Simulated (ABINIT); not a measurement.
# LiF (Griceite): G0W0 in ABINIT against the bands in the screening

Wanted: the cheapest bands in the screening that holds the gap of LiF (Griceite).

Program: ABINIT 10.8.3. Level of theory: LDA and many-body steps on it, plane waves. Results are calculated unless marked as measured.

## Step 1: Starting point

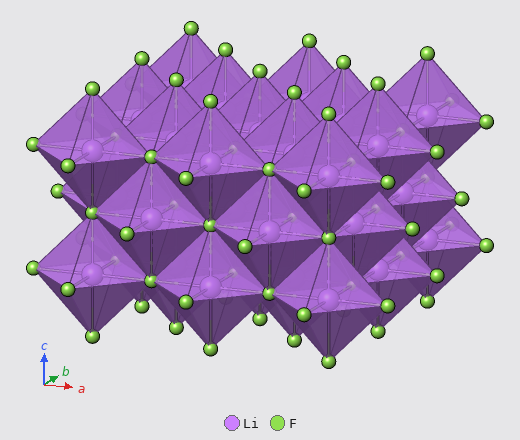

Start, viewed slightly off an axis; lithium purple, fluorine green. 2×2×1 cells are drawn. This picture shows the conventional cell, with its axes. Some periodic images of atoms are drawn too.

The cell and positions come from the Crystallography Open Database and are kept as given unless a step says otherwise.

## Step 2: Screening, 6×6×6 mesh, 13 bands, screening to 130.6 eV

This step: ABINIT 10.8.3; RPA screening on LDA, plane waves, norm-conserving pseudopotentials.

The RPA dielectric matrix is built and inverted for each q.

Contents of run.abi:

```
acell 3*1.0 Angstrom
rprim 
  0.000000000000 2.014000000000 2.014000000000
  2.014000000000 0.000000000000 2.014000000000
  2.014000000000 2.014000000000 -0.000000000000
ntypat 2
znucl 3 9
natom 2
typat 1 2
xred 
  0.000000000000 0.000000000000 0.000000000000
  0.500000000000 0.500000000000 0.500000000000
pp_dirpath "pseudos"
pseudos "Li.upf, F.upf"
ecut 36
ngkpt 6 6 6
nshiftk 1
shiftk 0 0 0
kptopt 1
chksymbreak 0
istwfk *1
occopt 1
irdwfk 1
optdriver 3
nband 13
ecuteps 4.8
inclvkb 2
awtr 1
symchi 1
indata_prefix "in"
outdata_prefix "out"
tmpdata_prefix "tmp"
```

The run is started by

```console
$ OMP_NUM_THREADS=1 mpirun -n 4 abinit run.abi > log
```

Log:

```text
.Version 10.8.3 of ABINIT. v10.8.2 released Aug 2026.

 Symmetries : space group Fm -3 m (#225); Bravais cF (face-center cubic)
[... echo of the input left out ...]
== DATASET  1 ==================================================================
-   mpi_nproc: 4, omp_nthreads: 1 (-1 if OMP is not activated)

--- !DatasetInfo
iteration_state: {dtset: 1, }
dimensions: {natom: 2, nkpt: 16, mband: 13, nsppol: 1, nspinor: 1, nspden: 1, mpw: 1158, }
cutoff_energies: {ecut:  36.0, pawecutdg:  -1.0, }
electrons: {nelect:   1.00000000E+01, charge:   0.00000000E+00, occopt:   1.00000000E+00, tsmear:   1.00000000E-02, }

 SCREENING: Calculation of the susceptibility and dielectric matrices

 Based on a program developped by R.W. Godby, V. Olevano, G. Onida, and L. Reining.
 Incorporated in ABINIT by V. Olevano, G.-M. Rignanese, and M. Torrent.
.Using double precision arithmetic ; gwpc =  8

[... cell and pseudopotentials left out ...]
--------------------------------------------------------------------------------

 ==== K-mesh for the wavefunctions ====
 Number of points in the irreducible wedge :    16
[... list of points left out ...]
 Together with 48 symmetry operations and time-reversal symmetry
 yields   216 points in the full Brillouin Zone.

 ==== Q-mesh for the screening function ====
 Number of points in the irreducible wedge :    16
[... list of points left out ...]
 Together with 48 symmetry operations and time-reversal symmetry
 yields   216 points in the full Brillouin Zone.

 setmesh: FFT mesh size selected  =    20x   20x   20
          total number of points  =         8000

 vcoul_init : cutoff-mode = AUXILIARY_FUNCTION
 q-points for optical limit:   1
     1)      0.000010    0.000020    0.000030

- screening: taking advantage of time-reversal symmetry
- Maximum band index for partially occupied states nbvw = 5
- Remaining bands to be divided among processors   nbcw = 8
- Number of bands treated by each node ~2

 Number of electrons calculated from density =   10.0000; Expected =   10.0000
 average of density, n =  0.090697
 r_s =    1.3807
 omega_plasma =   29.0505 [eV]

 calculating chi0 at frequencies [eV] :
  1    0.000000E+00    0.000000E+00
  2    0.000000E+00    2.905047E+01

--------------------------------------------------------------------------------
  q-point number  1        q = ( 0.000000, 0.000000, 0.000000) [r.l.u.]
--------------------------------------------------------------------------------
[... chi0 elements left out ...]
 For q-point:  0.000010 0.000020 0.000030
  dielectric constant =   1.9818
  dielectric constant without local fields =   2.0438

  Average fulfillment of the sum rule on Im[epsilon] for q-point    1 :     14.34  [%]
[... wings left out ...]
  q-point number  2        q = ( 0.166667, 0.000000, 0.000000) [r.l.u.]
--------------------------------------------------------------------------------
[... chi0 elements left out ...]
  Average fulfillment of the sum rule on Im[epsilon] for q-point    2 :     42.36  [%]

 [... 14 further q-points ...]
```

Elapsed: 3.2 s, on 4 MPI ranks of Arm Neoverse V1, shared host; peak memory 0.34 GiB; 13 s of CPU time.

This step gave:

```
ε∞ with local fields, on this mesh, along the program's q direction : 1.982
the same without local fields                                       : 2.044
plasma frequency                                                    : 29.05 eV
plane waves in the screening matrix                                 : 59
```

Local fields lower ε∞ by 3 %.

## Step 3: 13 bands

The self-energy is evaluated for the states that the input lists, and the levels follow from it, in one-shot runs by the linearised quasiparticle equation.

This step: G0W0 on LDA, plane waves, norm-conserving pseudopotentials.

run.abi: that of step 2 with these lines changed.

```diff
@@ -23,8 +23,15 @@
 irdwfk 1
-optdriver 3
-nband 13
+optdriver 4
+nband 17
+gwcalctyp 0
+ecutsigx 36
+symsigma 1
+nkptgw 1
+kptgw 
+  0.0000000000 0.0000000000 0.0000000000
+bdgw 
+  3 9
 ecuteps 4.8
-inclvkb 2
-awtr 1
-symchi 1
+irdscr 1
+ppmodel 1
 indata_prefix "in"
```

Log:

```text
.Version 10.8.3 of ABINIT. v10.8.2 released Aug 2026.

 Symmetries : space group Fm -3 m (#225); Bravais cF (face-center cubic)
[... echo of the input left out ...]
== DATASET  1 ==================================================================
-   mpi_nproc: 4, omp_nthreads: 1 (-1 if OMP is not activated)

--- !DatasetInfo
iteration_state: {dtset: 1, }
dimensions: {natom: 2, nkpt: 16, mband: 17, nsppol: 1, nspinor: 1, nspden: 1, mpw: 1158, }
cutoff_energies: {ecut:  36.0, pawecutdg:  -1.0, }
electrons: {nelect:   1.00000000E+01, charge:   0.00000000E+00, occopt:   1.00000000E+00, tsmear:   1.00000000E-02, }

 SIGMA: Calculation of the GW corrections

 Based on a program developped by R.W. Godby, V. Olevano, G. Onida, and L. Reining.
 Incorporated in ABINIT by V. Olevano, G.-M. Rignanese, and M. Torrent.
.Using double precision arithmetic ; gwpc =  8

[... cell and pseudopotentials left out ...]
--------------------------------------------------------------------------------

 ==== K-mesh for the wavefunctions ====
 Number of points in the irreducible wedge :    16
[... list of points left out ...]
 Together with 48 symmetry operations and time-reversal symmetry
 yields   216 points in the full Brillouin Zone.

 ==== Q-mesh for screening function ====
 Number of points in the irreducible wedge :    16
[... list of points left out ...]
 Together with 48 symmetry operations and time-reversal symmetry
 yields   216 points in the full Brillouin Zone.

 vcoul_init : cutoff-mode = AUXILIARY_FUNCTION
 q-points for optical limit:   1
     1)      0.000010    0.000020    0.000030
 setmesh: FFT mesh size selected  =    30x   30x   30
          total number of points  =        27000

 Number of electrons calculated from density =   10.0000; Expected =   10.0000
 average of density, n =  0.090697
 r_s =    1.3807
 omega_plasma =   29.0505 [eV]

 === KS Band Gaps ===
  >>>> For spin  1
   Minimum direct gap =   8.8641 [eV], located at k-point      :   0.0000  0.0000  0.0000
   Fundamental gap    =   8.8641 [eV], Top of valence bands at :   0.0000  0.0000  0.0000
                                       Bottom of conduction at :   0.0000  0.0000  0.0000
 SIGMA fundamental parameters:
 PLASMON POLE MODEL  1
 number of plane-waves for SigmaX                 1139
 number of plane-waves for SigmaC and W             59
 number of plane-waves for wavefunctions          1139
 number of bands                                    17
 number of independent spin polarizations            1
 number of spinorial components                      1
 number of k-points in IBZ                          16
 number of q-points in IBZ                          16
 number of symmetry operations                      48
 number of k-points in BZ                          216
 number of q-points in BZ                          216
 number of frequencies for dSigma/dE                 9
 frequency step for dSigma/dE [eV]                0.25
 number of omega for Sigma on real axis              0
 max omega for Sigma on real axis  [eV]           0.00
 zcut for avoiding poles [eV]                     0.10

 EPSILON^-1 parameters (SCR file):
 dimension of the eps^-1 matrix on file             59
 dimension of the eps^-1 matrix used                59
 number of plane-waves for wavefunctions          1139
 number of bands                                    13
 number of q-points in IBZ                          16
 number of frequencies                               2
 number of real frequencies                          1
 number of imag frequencies                          1

 matrix elements of self-energy operator (all in [eV])

 Perturbative Calculation

--- !SelfEnergy_ee
iteration_state: {dtset: 1, }
kpoint     : [   0.000,    0.000,    0.000, ]
spin       : 1
KS_gap     :    8.864
QP_gap     :   13.833
Delta_QP_KS:    4.969
data: !SigmaeeData |
     Band     E0 <VxcDFT>   SigX SigC(E0)      Z dSigC/dE  Sig(E)    E-E0       E
        3  -1.366 -22.703 -30.606   4.964   0.821  -0.218 -25.116  -2.413  -3.778
        4  -1.366 -22.703 -30.606   4.964   0.821  -0.218 -25.116  -2.413  -3.778
        5  -1.366 -22.703 -30.606   4.964   0.821  -0.218 -25.116  -2.413  -3.778
        6   7.499 -12.219  -6.791  -2.556   0.890  -0.123  -9.663   2.556  10.055
        7  22.133 -10.804  -3.125  -3.360   0.869  -0.151  -7.053   3.751  25.885
        8  22.133 -10.804  -3.125  -3.360   0.869  -0.151  -7.053   3.751  25.885
        9  22.133 -10.804  -3.125  -3.360   0.869  -0.151  -7.053   3.751  25.885

== END DATASET(S) ==============================================================
================================================================================

 -outvars: echo values of variables after computation  --------
           etotal      0.0000000000E+00
            nband          17
             nkpt          16
          spgroup         225
 [... the other variables as echoed above ...]

 Calculation completed.
```

It took 2.1 s on 4 MPI ranks; peak memory 0.12 GiB; 8.1 s of CPU time.

Numbers from this step:

```yaml
g0w0_gap_on_the_points_computed: 13.83 eV
starting_gap_on_the_mesh: 8.864 eV
k_of_the_valence_top: 0, 0, 0
k_of_the_conduction_bottom: 0, 0, 0
z_at_the_valence_top: 0.821
z_at_the_conduction_bottom: 0.89
least_direct_g0w0_gap_on_the_computed_points: 13.83 eV
```

The gap on the mesh goes from 8.86 eV to 13.83 eV, a correction of +4.97 eV.

## Step 4: Screening, 6×6×6 mesh, 17 bands, screening to 130.6 eV

This step: RPA screening on LDA, plane waves, norm-conserving pseudopotentials.

run.abi: that of step 3 with these lines changed.

```diff
@@ -23,15 +23,8 @@
 irdwfk 1
-optdriver 4
+optdriver 3
 nband 17
-gwcalctyp 0
-ecutsigx 36
-symsigma 1
-nkptgw 1
-kptgw 
-  0.0000000000 0.0000000000 0.0000000000
-bdgw 
-  3 9
 ecuteps 4.8
-irdscr 1
-ppmodel 1
+inclvkb 2
+awtr 1
+symchi 1
 indata_prefix "in"
```

Log:

```text
.Version 10.8.3 of ABINIT. v10.8.2 released Aug 2026.

 Symmetries : space group Fm -3 m (#225); Bravais cF (face-center cubic)
[... echo of the input left out ...]
== DATASET  1 ==================================================================
-   mpi_nproc: 4, omp_nthreads: 1 (-1 if OMP is not activated)

--- !DatasetInfo
iteration_state: {dtset: 1, }
dimensions: {natom: 2, nkpt: 16, mband: 17, nsppol: 1, nspinor: 1, nspden: 1, mpw: 1158, }
cutoff_energies: {ecut:  36.0, pawecutdg:  -1.0, }
electrons: {nelect:   1.00000000E+01, charge:   0.00000000E+00, occopt:   1.00000000E+00, tsmear:   1.00000000E-02, }

 SCREENING: Calculation of the susceptibility and dielectric matrices

 Based on a program developped by R.W. Godby, V. Olevano, G. Onida, and L. Reining.
 Incorporated in ABINIT by V. Olevano, G.-M. Rignanese, and M. Torrent.
.Using double precision arithmetic ; gwpc =  8

[... cell and pseudopotentials left out ...]
--------------------------------------------------------------------------------

 ==== K-mesh for the wavefunctions ====
 Number of points in the irreducible wedge :    16
[... list of points left out ...]
 Together with 48 symmetry operations and time-reversal symmetry
 yields   216 points in the full Brillouin Zone.

 ==== Q-mesh for the screening function ====
 Number of points in the irreducible wedge :    16
[... list of points left out ...]
 Together with 48 symmetry operations and time-reversal symmetry
 yields   216 points in the full Brillouin Zone.

 setmesh: FFT mesh size selected  =    20x   20x   20
          total number of points  =         8000

 vcoul_init : cutoff-mode = AUXILIARY_FUNCTION
 q-points for optical limit:   1
     1)      0.000010    0.000020    0.000030

- screening: taking advantage of time-reversal symmetry
- Maximum band index for partially occupied states nbvw = 5
- Remaining bands to be divided among processors   nbcw = 12
- Number of bands treated by each node ~3

 Number of electrons calculated from density =   10.0000; Expected =   10.0000
 average of density, n =  0.090697
 r_s =    1.3807
 omega_plasma =   29.0505 [eV]

 calculating chi0 at frequencies [eV] :
  1    0.000000E+00    0.000000E+00
  2    0.000000E+00    2.905047E+01

--------------------------------------------------------------------------------
  q-point number  1        q = ( 0.000000, 0.000000, 0.000000) [r.l.u.]
--------------------------------------------------------------------------------
[... chi0 elements left out ...]
 For q-point:  0.000010 0.000020 0.000030
  dielectric constant =   2.0083
  dielectric constant without local fields =   2.0875

  Average fulfillment of the sum rule on Im[epsilon] for q-point    1 :     22.31  [%]
[... wings left out ...]
  q-point number  2        q = ( 0.166667, 0.000000, 0.000000) [r.l.u.]
--------------------------------------------------------------------------------
[... chi0 elements left out ...]
  Average fulfillment of the sum rule on Im[epsilon] for q-point    2 :     52.09  [%]

 [... 14 further q-points ...]
```

Elapsed: 3.9 s, on 4 MPI ranks; peak memory 0.35 GiB.

This step gave:

- ε∞ with local fields, on this mesh, along the program's q direction: 2.008
- the same without local fields: 2.087
- plasma frequency: 29.05 eV
- plane waves in the screening matrix: 59

(Continued in part 2 of 2.)

[Paths, hosts, dates, memory and timing lines, banners, echoed tables and standing remarks are left out of the program output.]

[Logs are printed without paths, hosts, clocks, repeated set-up lines and the standing remarks that a program may print on its own settings, such as how far it seeks lower states.]

[Runs of the session that timed out or met a known fault of the program may be left out.]

[Hosts, paths, dates, database ids (printed as entryN), source tags and the programs' standing remarks are cut or masked in the printed files.]

[G0W0 gaps are taken among the corrected bands and points alone; a level outside them can change the order at an edge.]

[Where Ansatz stands beside ABINIT at settings called matched, ABINIT's density can come from a denser mesh and the files from another edition; pairs whose starting gaps differed by over 0.03 eV were left out, so agreement reads better than it is.]
